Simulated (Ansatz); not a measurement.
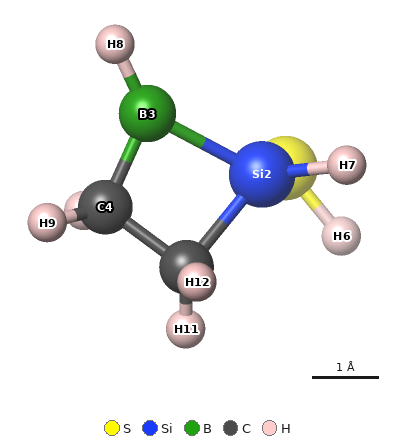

Fig. 1: The structure as given in the input (ball-and-stick view, seen at an oblique angle; atoms are numbered from 1 in the order of the input).

# What a change does: single-point calculation on C2H7BSSi

System: C2H7BSSi.
Method of run A: RKS wB97X-V/def2-TZVPP (Ansatz 0.2.0).

The geometry comes from this level: PBE0-D4/def2-TZVP. Text and figures count atoms from 1; the logs count them from 0 in places.

**The input, run A**
```yaml
crystal:
  periodic: [false, false, false]
  atoms:
    - {symbol: S, position_ang: [-0.159574, 2.601506, 0.078003]}
    - {symbol: Si, position_ang: [0.775146, 0.734749, -0.427687]}
    - {symbol: B, position_ang: [0.865742, -0.413597, 1.237244]}
    - {symbol: C, position_ang: [-0.467132, -1.062870, 0.723630]}
    - {symbol: C, position_ang: [-0.457057, -0.669032, -0.780252]}
    - {symbol: H, position_ang: [-0.529292, 2.905931, -1.178444]}
    - {symbol: H, position_ang: [1.856851, 0.972014, -1.427178]}
    - {symbol: H, position_ang: [1.520607, -0.659202, 2.202809]}
    - {symbol: H, position_ang: [-0.704805, -2.103768, 0.964858]}
    - {symbol: H, position_ang: [-1.231286, -0.456326, 1.245947]}
    - {symbol: H, position_ang: [-1.429136, -0.462075, -1.228646]}
    - {symbol: H, position_ang: [0.036937, -1.442630, -1.376185]}
basis:
  gaussian: {orbitals: def2-TZVPP}
hamiltonian: {xc: {name: wB97X-V}}
output: {orbitals: {seedname: orbitals}}
```

Command:
```bash
ansatz run in.yaml --threads 4 --pin off --events-out ev --progress --plain --max-ram 10444MiB
```

Hardware: 4 threads of Arm Neoverse V1, 23 GiB of memory available, shared host.

**Output (run A)**
```
Functional definition: wB97X-V
  parameter omega = 0.3/bohr
  parameter cx = 0.167
  parameter cx1 = 0.603
  parameter cx2 = 1.194
  parameter css0 = 0.556
  parameter css1 = -0.257
  parameter cos0 = 1.219
  parameter cos1 = -1.850
  parameter b = 6.0
  parameter c = 0.01
  exchange = spin_sum(e_x_unif_sr(omega)*poly(b97_u_x, 1 - cx, cx1, cx2)) + cx*exact_x_sr(omega) + exact_x_lr(omega)
  correlation = spin_sum(e_c_pw_same_spin*poly(b97_u_same, css0, css1))
      + integral(e_c_pw_opposite_spin*poly(b97_u_opposite, cos0, cos1)) + vv10(b, c)
1524 factors; their error is unknown
368 factors; integrals over basis functions are off by at most 1.1e-5 eV
mean field evaluation 1: about -21570.3083 eV, gradient 4.4e1 eV
mean field evaluation 2: about -21571.9875 eV, gradient 3.6e1 eV
mean field evaluation 4: about -21575.0071 eV, gradient 1.1e0 eV
mean field evaluation 8: about -21575.0094 eV, gradient 5.2e-1 eV
mean field evaluation 16: about -21575.0098 eV, gradient 1.0e-4 eV
mean field -21575.00975661 eV, -792.8669844886 hartree, gradient 3.4e-5 eV, S^2 0.000000; 0 other end points of the search recorded, 0 dependent functions left out
reference -21575.00975429 eV, -792.8669844032 hartree; 27, 27 occupied and 248, 248 virtual orbitals, 1524 factors
Total energy: -21575.00975429 eV, -792.8669844032 hartree
```

For run B the input was changed thus:
```diff
-hamiltonian: {xc: {name: wB97X-V}}
+hamiltonian: {xc: pbe0, dispersion: d4}
```

How does run B compare with run A?

The total energies belong to different models, so their difference says nothing on which is more stable or more accurate. The HOMO goes from −9.51 to −7.18 eV. The LUMO goes from 0.12 to −2.08 eV. On the same kind of shared host run B took about 0.4 times as long.

**Output (run B)**
```
Functional definition: PBE0
  parameter a = 0.25
  parameter kappa = 0.804
  parameter beta = 0.06672455060314922
  exchange = (1 - a)*pbe_x(kappa = kappa, mu = beta*pi^2/3) + a*exact_x
  correlation = pbe_c(beta = beta)
1548 factors; their error is unknown
mean field evaluation 1: about -21559.0566 eV, gradient 6.0e1 eV
mean field evaluation 2: about -21549.8220 eV, gradient 8.2e1 eV
mean field evaluation 4: about -21567.8012 eV, gradient 3.3e0 eV
mean field evaluation 8: about -21567.8253 eV, gradient 3.4e-2 eV
mean field evaluation 16: about -21567.8370 eV, gradient 4.8e-5 eV
mean field -21567.83696416 eV, -792.6033892280 hartree, gradient 4.8e-5 eV, S^2 0.000000; 0 other end points of the search recorded, 0 dependent functions left out
reference -21567.83699906 eV, -792.6033905103 hartree; 27, 27 occupied and 248, 248 virtual orbitals, 1548 factors
Total energy: -21568.09657583 eV, -792.6129297807 hartree
```

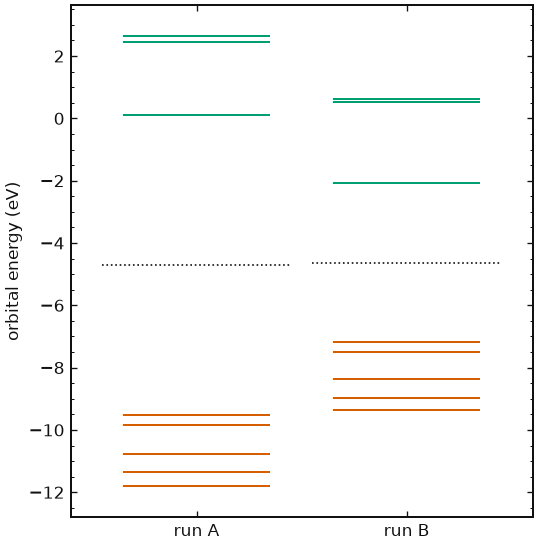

Fig. 2: The five highest filled and three lowest empty orbital energies of the two runs; the dotted lines part filled from empty levels. The HOMO–LUMO gap is 9.63 eV in run A and 5.10 eV in run B.

**The two runs side by side**

| quantity | run A | run B |
| --- | --- | --- |
| outcome | converged | converged |
| total energy (hartree) | −792.866984 | −792.612930 |
| HOMO (eV) | −9.51 | −7.18 |
| LUMO (eV) | 0.12 | −2.08 |
| basis functions | 275 | 275 |
| wall time (shared host) | 9.5 s | 3.8 s |
